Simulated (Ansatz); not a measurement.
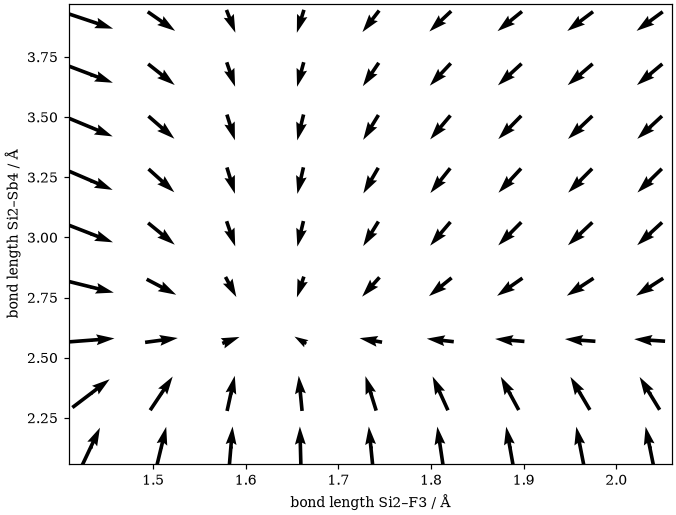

FH₄OSSbSi, SMILES O[SiH](F)[SbH][SH]. 
- First axis: bond length Si2–F3. Second axis: bond length Si2–Sb4.
- Nothing is relaxed (all other coordinates rigid).
- The scan uses a 9 × 9 grid.
- Points are written as (first, second).
- The reference is spin-restricted, which grows unreliable where a bond is stretched far.
- Level of theory: RKS PBE0-D4/def2-SVP in Ansatz.

The picture shows dots at the grid points, arrows along the force (downhill), their lengths compressed.

> The arrows alone are given. Where is the energy lowest?

The arrows converge at about (1.629 Å, 2.598 Å) (read from the interpolated surface).

The energy map of the same scan:

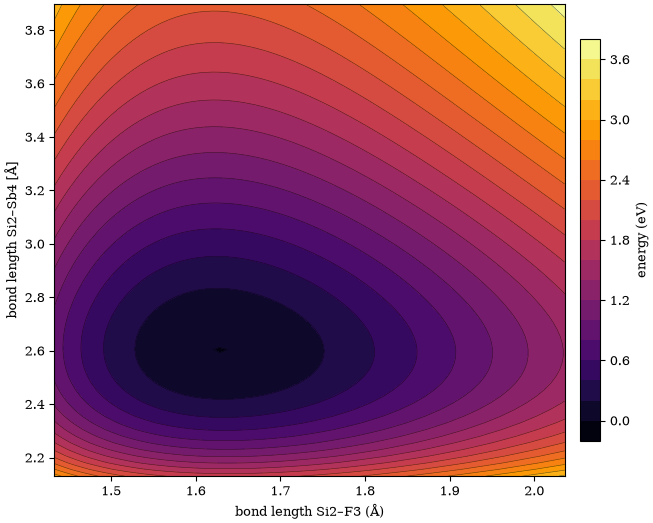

Energies are in eV, from the relaxed molecule at the same level; between grid points the surface is interpolated.
